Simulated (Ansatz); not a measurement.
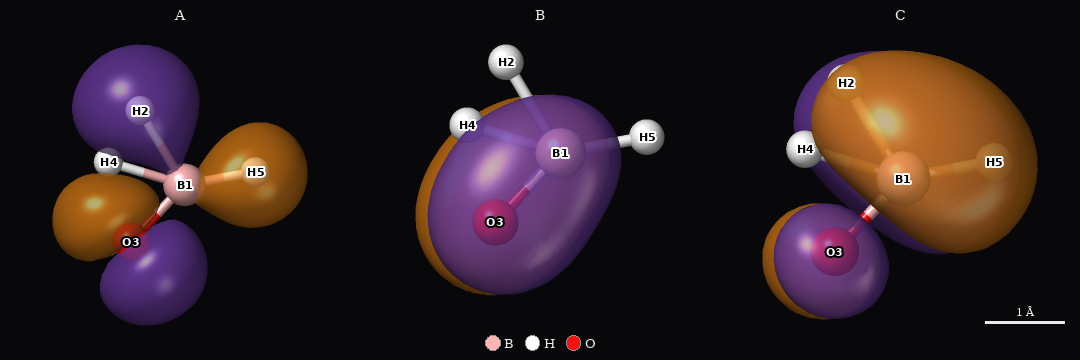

BH3O. Three frontier orbitals at ±0.1 Å⁻³ᐟ² (orange and purple are the two phases), in no order.

A transition-state structure; geometry: PBE0-D4/def2-TZVP.

Theory: RKS PBE0-D4/def2-TZVPP (Ansatz).

```xyz
5

B     0.0379    0.2075   -0.3201
H     0.1985    0.1173    1.0948
O    -0.4588   -0.9175   -0.6834
H    -0.1820   -0.6786    0.6286
H     0.4044    1.2714   -0.7198
```

**Which picture is the HOMO−1, the HOMO and the LUMO?**

B is the HOMO−1 (−10.21 eV). By Hirshfeld shares it lies mainly on O3 (about 70 %) and B1 (about 25 %); it changes sign across the molecular plane (π type); π-bonding across B1–O3. A is the HOMO (−8.08 eV). By Hirshfeld shares it lies mainly on O3 (about 50 %), H2 (about 20 %), B1 (about 15 %), H5 (about 10 %) and H4 (about 5 %); it is symmetric in the molecular plane (an in-plane orbital: σ, lone-pair or in-plane π type). C is the LUMO (−0.60 eV). By Hirshfeld shares it lies mainly on B1 (about 60 %), O3 (about 20 %), H5 (about 10 %) and H2 (about 5 %); it changes sign across the molecular plane (π type); π-antibonding (a node) across B1–O3.

**What is the HOMO–LUMO gap?**

7.48 eV between the orbital energies.
